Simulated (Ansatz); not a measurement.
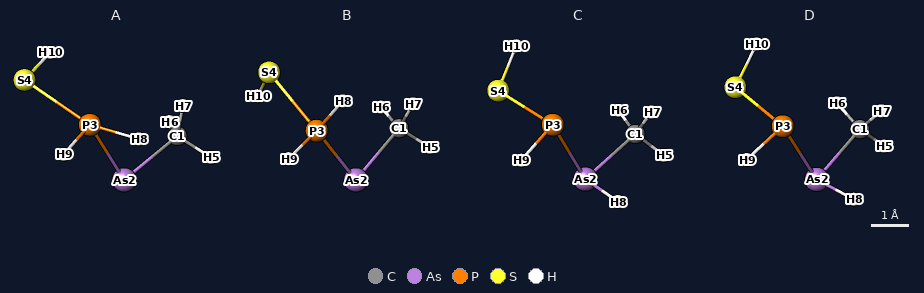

4 geometries from a converged minimum-energy path of CH6AsPS, shuffled. The picture is a ball-and-stick view, seen at a tilt.

These are results of Ansatz 0.2.0, RKS B3LYP-D4/def2-SVP, not measurements. Settings: 7 movable images; climbing image; force threshold 0.05 eV/Å; iteration limit 47; starting path through a guess of the saddle point.

One of them is the converged climbing image. Which?

A. In order along the path, whose images run from 0 to 8: D (image 0, 0.00 eV), C (image 1, +0.02 eV), A (image 4, +2.05 eV), B (image 7, +1.03 eV). A hydrogen atom shifts from one atom to another. Breaking: As2–H8 (1.54 → 2.22 at the top → 3.20 Å). Forming: P3–H8 (2.89 → 1.49 at the top → 1.43 Å).
